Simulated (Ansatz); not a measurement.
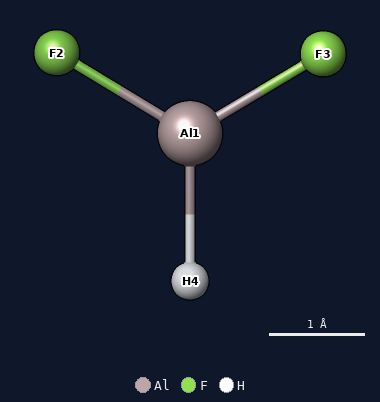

Figure 1. The input geometry (ball-and-stick view, seen on its broad side; atoms are numbered from 1 in the order of the input). Sticks mark near contacts.

## Single-point calculation, with input and output: AlHF₂

The run: single-point calculation of AlHF₂. Method and program: RKS SPW92 (LDA)/def2-TZVPP (Ansatz 0.2.0).

The geometry comes from this level: PBE0-D4/def2-TZVP.

**What the program printed**
```
Functional definition: SPW92
  name "SPW92"
  cite "Dirac, Proc. Camb. Phil. Soc. 26, 376 (1930) doi:10.1017/S0305004100016108"
  cite "Slater, Phys. Rev. 81, 385 (1951) doi:10.1103/PhysRev.81.385"
  cite "Perdew & Wang, Phys. Rev. B 45, 13244 (1992) doi:10.1103/PhysRevB.45.13244"
  exchange = slater_x
  correlation = pw_c
640 factors; their error is unknown
mean field evaluation 1: about -11985.7811 eV, gradient 5.5e1 eV
mean field evaluation 2: about -11963.0538 eV, gradient 1.4e2 eV
mean field evaluation 4: about -11990.1525 eV, gradient 2.4e0 eV
mean field evaluation 8: about -11990.1720 eV, gradient 1.9e-2 eV
mean field -11990.16680472 eV, -440.6305028465 hartree, gradient 2.5e-5 eV, S^2 0.000000; 0 other end points of the search recorded, 0 dependent functions left out
reference -11990.16683888 eV, -440.6305041020 hartree; 16, 16 occupied and 102, 102 virtual orbitals, 640 factors
Total energy: -11990.16683888 eV, -440.6305041020 hartree
```

This output came from the following input.

**Input**
```yaml
crystal:
  periodic: [false, false, false]
  atoms:
    - {symbol: Al, position_ang: [-0.970170, -0.195506, 0.114053]}
    - {symbol: F, position_ang: [-1.021758, -1.438173, -0.953106]}
    - {symbol: F, position_ang: [-0.886272, -0.556446, 1.710421]}
    - {symbol: H, position_ang: [-1.000042, 1.284997, -0.374530]}
basis:
  gaussian: {orbitals: def2-TZVPP}
hamiltonian: {xc: lda}
```

Launch command:
```bash
ansatz run in.yaml --threads 4 --pin off --events-out ev --progress --plain --max-ram 9574MiB
```

**Summary**

```tsv
quantity	value
outcome	converged
total energy	−11990.1668 eV
SCF solution under orbital rotations	stable
hardware	4 threads of Arm Neoverse N1, 23 GiB of memory available, shared host
peak memory	0.4 GiB
```
